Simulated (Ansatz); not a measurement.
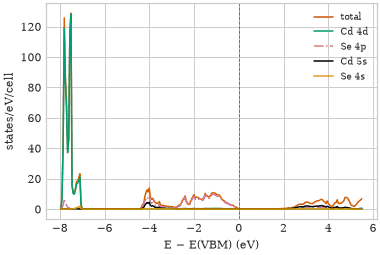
Fig. 1. Total and projected density of states of CdSe in space group P6_3mc (No. 186; Cd on 2a, Cd on 2b, Se on 2a, Se on 2b), plane-wave PAW PBEsol (Ansatz code)

Which orbitals carry the states next to the gap?

Top 1 eV of the valence band: Se 4p 90 %, Cd 4d 6 %. Bottom 1 eV of the conduction band: Cd 5s 54 %, Se 4p 27 %, Se 4s 16 %. Projections are on Löwdin-orthogonalised atomic valence shells; empty p or d shells of many metals are not among them.

Where is the tallest occupied peak in this window, and what makes it?

Near -7.5 eV, about 130 states/eV per cell; the largest projected share is Cd 4d.

A made-up cell: these elements were put on the sites of a structure type. Its sites differ from those of the usual phase in this space group: another stacking or structure type. The cell was relaxed with PBEsol under the symmetry of its start; its stability against distortions is not shown here. Spin–orbit coupling is left out wherever it is not named.

Potentials: the later of the program's two PAW sets.
